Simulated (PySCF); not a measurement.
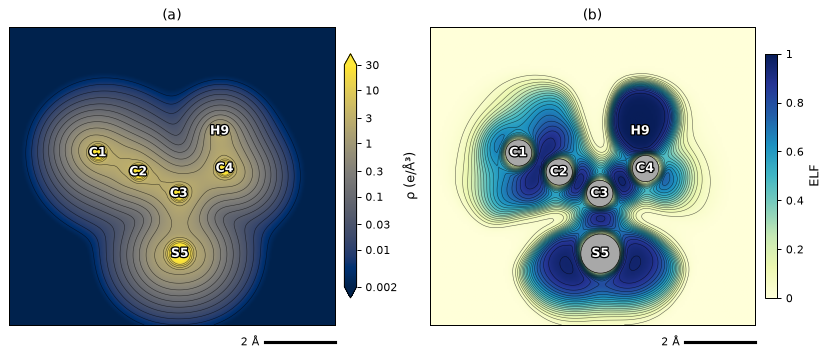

Figure 1: C₄H₅S (SMILES C=[C]C(C)=S) (doublet). (a) electron density; (b) ELF on the plane of atoms C2, C3 and S5. Grey discs cover the atomic cores in the ELF map.

Geometry: GFN2-xTB.

Level of theory: UKS B3LYP, pcH-1 on C H S, non-relativistic, mean-field spin-orbit, GIAO (PySCF 2.14.0, density-fitted response routines).

Input

```
{"job": {"kind": "epr", "basis": "pcH-1"}, "charge": 0, "multiplicity": 2}
C      2.102131     0.156475     0.127253
C      0.827918     0.284017    -0.021061
C     -0.466921     0.472246    -0.190475
C     -1.496832    -0.586480     0.059647
S     -1.007771     2.019738    -0.736397
H      2.595173     0.375813     1.062464
H      2.740069    -0.186291    -0.673888
H     -2.243704    -0.215070     0.759484
H     -1.036372    -1.485404     0.463206
H     -2.004808    -0.830389    -0.872760
```

Run with:

```sh
OMP_NUM_THREADS=1 python probes_run.py task.json out
```

Q: Interpret the plot.

A: The section cuts through C, S and H sites. C–C (1.29 Å): ρ is about 2.4 e/Å³ halfway; the ELF peaks at about 0.90 between the atoms; a short, multiple covalent bond. C–S (1.73 Å): ρ is about 1.4 e/Å³ halfway; the ELF peaks at about 0.90 between the atoms, as expected for localised, covalent bonding. C–H (1.09 Å): the density is about 2 e/Å³ at the midpoint; the ELF climbs to about 1 towards the hydrogen, as it does in any bond to H: an ordinary covalent bond to hydrogen. The ELF also peaks beside S5, away from the bonds: non-bonding electrons, paired or unpaired.
